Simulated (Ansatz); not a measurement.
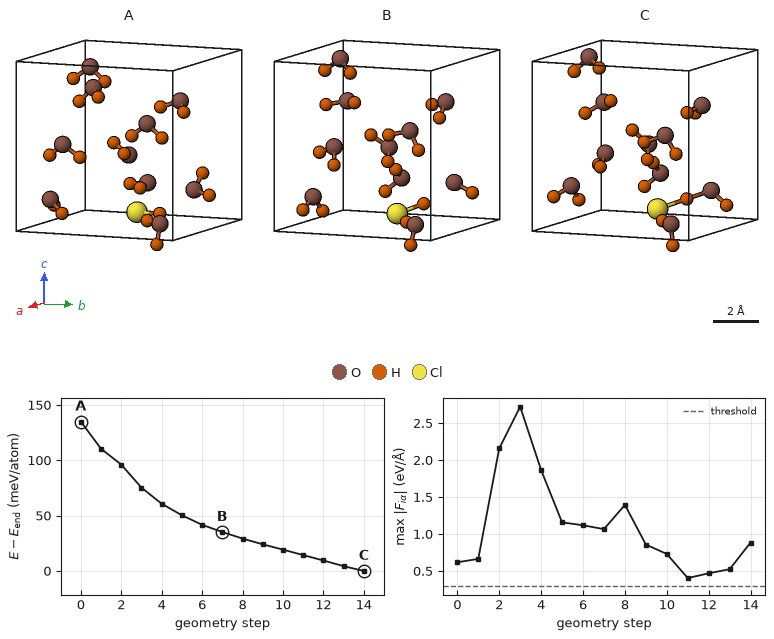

Frames of a relaxation of an amorphous cell of composition H21ClO10, marked on the history of the run. A ball-and-stick model of the cell of the calculation, seen slightly off an axis.

The cell holds 10 H2O + 1 HCl. The run prepares the start of a later molecular dynamics calculation, from a guessed geometry.

Method: DFT PBE, scalar-relativistic, plane waves, PAW in Ansatz. Set-up: plane-wave cutoff 420 eV; k-point mesh 1 × 1 × 1; occupations fermi dirac; smearing width 0.05 eV; no spin polarisation; atoms relaxed in a fixed cell; force threshold 0.3 eV/Å; at most 15 steps.

> Describe the path.

The relaxation stopped without meeting its thresholds, so the last structure isn't shown to be converged. It used up its limit of 15 steps. The atom that moves furthest is an H atom (1.72 Å along [−2 2 −1]). Largest moves by element: H 1.72 Å, O 1.40 Å, Cl 0.27 Å. The cell stays as it was. Near-neighbour distances that change, for instance: H–O 2.602 → 1.261 Å, Cl–H 1.280 → 1.534 Å, H–O 0.969 → 1.006 Å, H–O 0.969 → 0.979 Å. New bonds form: H–O (2.60 → 1.26 Å). After 14 geometry steps the energy has fallen by 135 meV per atom. Largest force component: 0.62 eV/Å at the start, 0.89 eV/Å at the end. From step 0 to 7: an H atom moves most (0.97 Å), energy −99.8 meV per atom. From step 7 to 14: an H atom moves most (1.19 Å), energy −35.2 meV per atom.

Limits of the set-up: the periodic images lie only 7.7 Å apart, so the values are limited by the cell's size.
